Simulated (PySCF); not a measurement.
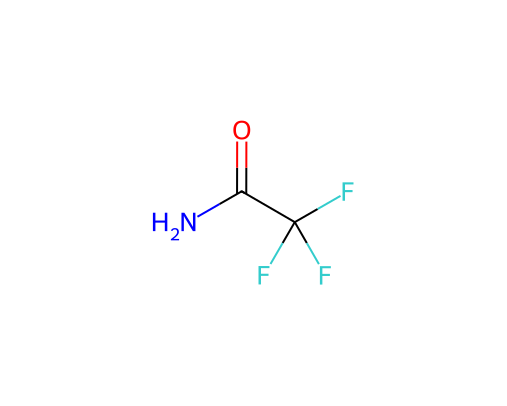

The computed structure is the end point of a GFN2-xTB optimisation. No frequency run is at hand to confirm it as a minimum. Method: PBE0/pcSseg-1, gas phase (PySCF 2.14.0).

What does the calculation give?

The species is C2H2F3NO (`NC(=O)C(F)(F)F`).
- dipole moment: 3.84 D
- HOMO energy (Kohn–Sham orbital): −8.45 eV
- LUMO energy (Kohn–Sham orbital): −0.40 eV
- HOMO–LUMO gap: 8.05 eV
